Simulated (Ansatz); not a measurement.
**triplet [NO2]+ at 5 levels**

We compute a comparison of 5 runs (U-r2SCAN/STO-3G, UB3LYP/STO-3G, UBHLYP/STO-3G, UPBE0/STO-3G, UCCSD/STO-3G) of triplet [NO2]+. 

The results are computed with Ansatz 0.2.0.

12 further runs of the same task are left out: 10 that didn't finish, 2 set aside as unsound or not needed.

## Step 1: The structure to begin with

The species is [NO2]+ (3 atoms), meant as a triplet with charge +1. SMILES of the parent species: `O=[N+]=O`. The shape is that of a PBE0-D4/def2-TZVP optimisation. That shape belongs to the parent species and isn't relaxed for this state.

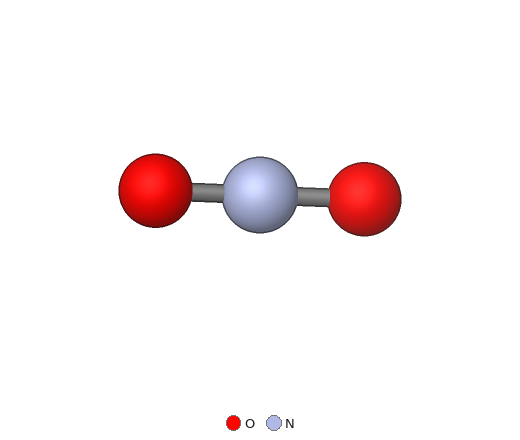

The structure, seen from a chosen angle (oxygen red, nitrogen light blue).

## Step 2: The energy at U-r2SCAN/STO-3G (run 1)

The input, in.yaml:

```yaml
crystal:
  periodic: [false, false, false]
  atoms:
    - {symbol: O, position_ang: [-0.572980, 0.927020, -0.209580]}
    - {symbol: N, position_ang: [-0.000010, -0.000010, -0.000000]}
    - {symbol: O, position_ang: [0.572990, -0.927010, 0.209580]}
basis:
  gaussian:
    orbitals: STO-3G
accuracy: high
magnetization:
  spin_polarized: true
  initial_magnetization: 2
total_charge: 1
hamiltonian:
  xc: r2scan
```

Run with:

```sh
$ ansatz run in.yaml --threads 1 --pin off --max-ram 3480MiB --events-out events.jsonl --progress --plain --runs-dir runs
```

What it wrote:

```text
Warning: RAYON_NUM_THREADS=1 ignored (pool sized by the plan → 1); use --threads N
Functional definition: r2SCAN
  name "r2SCAN"
  parameter k0 = 0.174
  parameter k1 = 0.065
  parameter a1 = 4.9479
  exchange = r2scan_x(k0 = k0, k1 = k1, a1 = a1)
  correlation = r2scan_c
251 factors; integrals over basis functions are off by at most 3.2e-8 eV
mean field evaluation 1: about -5485.6402 eV, gradient 8.2e0 eV
mean field evaluation 2: about -5486.1508 eV, gradient 1.2e1 eV
mean field evaluation 4: about -5486.9008 eV, gradient 1.7e-1 eV
mean field evaluation 8: about -5486.8747 eV, gradient 3.6e-2 eV
mean field evaluation 16: about -5486.8748 eV, gradient 2.3e-7 eV
mean field evaluation 32: about -5486.8748 eV, gradient 4.5e-4 eV
mean field evaluation 64: about -5486.8746 eV, gradient 9.4e-2 eV
mean field evaluation 96: about -5486.8748 eV, gradient 4.2e-4 eV
mean field evaluation 128: about -5486.8748 eV, gradient 1.1e-3 eV
mean field evaluation 160: about -5486.8748 eV, gradient 9.9e-6 eV
mean field -5486.87475985 eV, -201.6389282872 hartree, gradient 1.1e-8 eV, S^2 2.001574; 10 other end points of the search recorded, 0 dependent functions left out
reference -5486.87476001 eV, -201.6389282932 hartree; 12, 10 occupied and 3, 5 virtual orbitals, 251 factors
Total energy: -5486.87476001 eV, -201.6389282932 hartree
```

Wall time 47 s (1 thread of Intel Xeon Platinum 8488C (Sapphire Rapids), shared host); peak memory 0.18 GiB.

## Step 3: A single-point energy at UB3LYP/STO-3G (run 2)

The input, molecule.yaml:

```yaml
crystal:
  periodic: [false, false, false]
  atoms:
    - {symbol: O, position_ang: [-0.572980, 0.927020, -0.209580]}
    - {symbol: N, position_ang: [-0.000010, -0.000010, -0.000000]}
    - {symbol: O, position_ang: [0.572990, -0.927010, 0.209580]}
basis:
  gaussian:
    orbitals: STO-3G
total_charge: 1
magnetization:
  spin_polarized: true
  initial_magnetization: 2
hamiltonian:
  xc: {name: B3LYP}
accuracy: high
```

Run with:

```sh
$ ansatz run molecule.yaml --threads 1 --pin off --max-ram 3480MiB --events-out events.jsonl --progress --plain --runs-dir runs
```

What it wrote:

```text
Warning: RAYON_NUM_THREADS=1 ignored (pool sized by the plan → 1); use --threads N
Functional definition: B3LYP
  name "B3LYP"
  parameter a0 = 0.2
  parameter ax = 0.72
  parameter ac = 0.81
  exchange = (1 - a0 - ax)*slater_x + ax*b88_x + a0*exact_x
  correlation = (1 - ac)*vwn_rpa_c + ac*lyp_c
251 factors; integrals over basis functions are off by at most 3.2e-8 eV
mean field evaluation 1: about -5486.4982 eV, gradient 1.0e1 eV
mean field evaluation 2: about -5486.5225 eV, gradient 1.1e1 eV
mean field evaluation 4: about -5487.1418 eV, gradient 1.8e-1 eV
mean field evaluation 8: about -5487.1527 eV, gradient 1.1e-2 eV
mean field evaluation 16: about -5487.4551 eV, gradient 1.1e0 eV
mean field evaluation 32: about -5487.8794 eV, gradient 1.9e-4 eV
mean field evaluation 64: about -5487.8883 eV, gradient 3.0e-2 eV
mean field -5487.87941802 eV, -201.6758487941 hartree, gradient 2.1e-8 eV, S^2 2.001096; 6 other end points of the search recorded, 0 dependent functions left out
reference -5487.87943286 eV, -201.6758493392 hartree; 12, 10 occupied and 3, 5 virtual orbitals, 251 factors
Total energy: -5487.87943286 eV, -201.6758493392 hartree
```

Run time: 20 s. Hardware: 1 thread of Intel Xeon Platinum 8488C (Sapphire Rapids), shared host; peak memory 0.12 GiB.

Run 3 isn't shown in full; the table further down has it.

## Step 4: The energy at UPBE0/STO-3G (run 4)

The input, input.yaml:

```yaml
crystal:
  periodic: [false, false, false]
  atoms:
    - symbol: O
      position_ang: [-0.572980, 0.927020, -0.209580]
    - symbol: N
      position_ang: [-0.000010, -0.000010, -0.000000]
    - symbol: O
      position_ang: [0.572990, -0.927010, 0.209580]
basis:
  gaussian:
    orbitals: STO-3G
total_charge: 1
accuracy: high
magnetization:
  spin_polarized: true
  initial_magnetization: 2
hamiltonian:
  xc: {name: PBE0}
```

Run with:

```sh
$ ansatz run input.yaml --threads 1 --pin off --max-ram 3480MiB --events-out events.jsonl --progress --plain --runs-dir runs
```

What it wrote:

```text
Warning: RAYON_NUM_THREADS=1 ignored (pool sized by the plan → 1); use --threads N
Functional definition: PBE0
  name "PBE0"
  parameter a = 0.25
  parameter kappa = 0.804
  parameter beta = 0.06672455060314922
  exchange = (1 - a)*pbe_x(kappa = kappa, mu = beta*pi^2/3) + a*exact_x
  correlation = pbe_c(beta = beta)
251 factors; integrals over basis functions are off by at most 3.2e-8 eV
mean field evaluation 1: about -5482.1755 eV, gradient 1.0e1 eV
mean field evaluation 2: about -5482.3102 eV, gradient 1.1e1 eV
mean field evaluation 4: about -5482.8540 eV, gradient 2.3e-1 eV
mean field evaluation 8: about -5482.8747 eV, gradient 1.5e-2 eV
mean field evaluation 16: about -5483.1921 eV, gradient 1.2e0 eV
mean field evaluation 32: about -5483.6384 eV, gradient 1.1e-5 eV
mean field evaluation 64: about -5482.1755 eV, gradient 1.0e1 eV
mean field -5483.63838725 eV, -201.5199937878 hartree, gradient 3.0e-8 eV, S^2 2.001265; 4 other end points of the search recorded, 0 dependent functions left out
reference -5483.63838779 eV, -201.5199938076 hartree; 12, 10 occupied and 3, 5 virtual orbitals, 251 factors
Total energy: -5483.63838779 eV, -201.5199938076 hartree
```

Run time: 14 s. Hardware: 1 thread of Intel Xeon Platinum 8488C (Sapphire Rapids), shared host; peak memory 0.11 GiB.

## Step 5: A single-point energy at UCCSD/STO-3G (run 5)

The input, job.yaml:

```yaml
crystal:
  periodic: [false, false, false]
  atoms:
    - symbol: O
      position_ang: [-0.572980, 0.927020, -0.209580]
    - symbol: "N"
      position_ang: [-0.000010, -0.000010, -0.000000]
    - symbol: O
      position_ang: [0.572990, -0.927010, 0.209580]
basis:
  gaussian:
    orbitals: STO-3G
total_charge: 1
magnetization:
  spin_polarized: true
  initial_magnetization: 2
correlation:
  method: ccsd
  frozen_orbitals: {"N": 1, O: 1}
accuracy: high
scf:
  omitted_lower_state_checks: [cluster_reference, increment]
```

Run with:

```sh
$ ansatz run job.yaml --threads 1 --pin off --max-ram 3480MiB --events-out events.jsonl --progress --plain --runs-dir runs
```

What it wrote, cut to the lines that bear on the results:

```text
Warning: RAYON_NUM_THREADS=1 ignored (pool sized by the plan → 1); use --threads N
Functional definition: HF
  name "HF"
[...]
251 factors; integrals over basis functions are off by at most 3.2e-8 eV
[...]
mean field -5464.36507692 eV, -200.8117126970 hartree, gradient 6.2e-8 eV, S^2 2.005143; 12 other end points of the search recorded, 0 dependent functions left out
3 core orbitals not correlated: weight in the atoms' cores, before any rotation towards them, 1.000 or more for the frozen orbitals, at most 0.000 for the correlated occupied ones
reference -5464.36507692 eV, -200.8117126970 hartree; 9, 7 occupied and 3, 5 virtual orbitals, 251 factors
second order -3.45788547 eV of doubles, -0.00000000 eV of singles
cycle   1  -3.79160921 eV  change   -3.3e-1 eV  update   8.2e-2
[...]
cycle  27  -4.29003957 eV  change   8.9e-11 eV  update  6.7e-10
Total energy: -5468.65511649 eV, -200.9693687434 hartree
Checks for a lower state left out: cluster_reference, increment
```

It took 0.88 s on 1 thread of Intel Xeon Platinum 8488C (Sapphire Rapids), shared host.

## Step 6: Overview of the runs

| run | level | frozen core orbitals | energy (Eh) | ⟨S²⟩ | wall time |
| --- | --- | --- | --- | --- | --- |
| 1 | U-r2SCAN/STO-3G | – | -201.638928 | 2.002 | 47 s |
| 2 | UB3LYP/STO-3G | – | -201.675849 | 2.001 | 20 s |
| 3 | UBHLYP/STO-3G | – | -201.610996 | 2.002 | 24 s |
| 4 | UPBE0/STO-3G | – | -201.519994 | 2.001 | 14 s |
| 5 | UCCSD/STO-3G | 3 | -200.969369 | 2.005 | 0.88 s |

## Step 7: Results

| quantity | value |
| --- | --- |
| run 5: total energy | -200.96937 Eh |
| run 5: correlation energy (3 core orbitals frozen) | -157.7 mEh |
| run 5: ⟨S²⟩ of the reference determinant | 2.005 |
| run 5: T1 diagnostic | 0.027 |

What this shows: Totals of different functionals can't be ranked against each other. In runs 1, 2, 3, 4, 5 the basis is minimal, so the values are rough. All runs together took 1.8 min, the longest 47 s.
